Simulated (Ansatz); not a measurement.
## Appearance energy of a fragment ion: C4H11BO2 → [C3H7]+ + CH4BO2 + e⁻

Species: C4H11BO2 `COB(O)C(C)C`, singlet; [C3H7]+ `C[CH+]C`, singlet; CH4BO2 `CO[B]O`, doublet. 

Shapes, held fixed at every level: PBE0-D4/def2-TZVP. Flexible molecules stand in one conformer, not always the lowest. Programs: Ansatz 0.2.0. Electronic energies: no zero-point or thermal term.

```
               level                    kind  ΔE (eV)  less CCSD(T)/CBS estimate
       HF/def2-TZVPP            Hartree–Fock   +10.04                      -1.91
 B3LYP-D4/def2-TZVPP           global hybrid   +11.59                      -0.36
  PBE0-D4/def2-TZVPP           global hybrid   +11.63                      -0.32
  wB97X-V/def2-TZVPP  range-separated hybrid   +11.78                      -0.17
   B2PLYP/def2-TZVPP           double hybrid   +11.51                      -0.44
  CCSD(T)/def2-TZVPP   coupled cluster or CI   +11.84                      -0.11
CCSD(T)/CBS estimate   coupled cluster or CI   +11.95                       0.00
```

The highest level, CCSD(T)/CBS estimate, gives ΔE = +11.95 eV; the levels span +10.04 to +11.95. The column of differences is taken from that level and isn't an error. No measured value is set beside it here. Open shells run unrestricted unless RO is named. The CBS estimate extrapolates MP2 from def2-TZVPP and def2-QZVPP and adds CCSD(T) − MP2 in the triple-zeta set, cores frozen. The onset seen in experiment also holds zero-point changes and kinetic shifts.

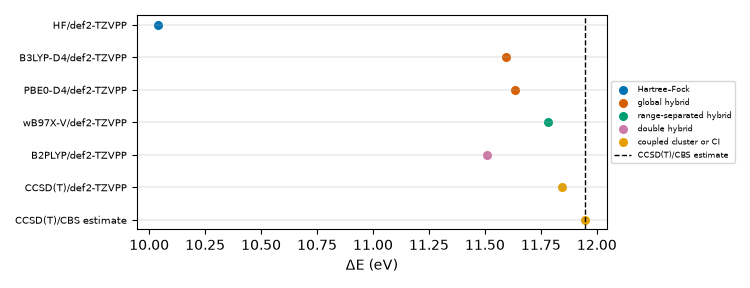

The values of the table, level by level.
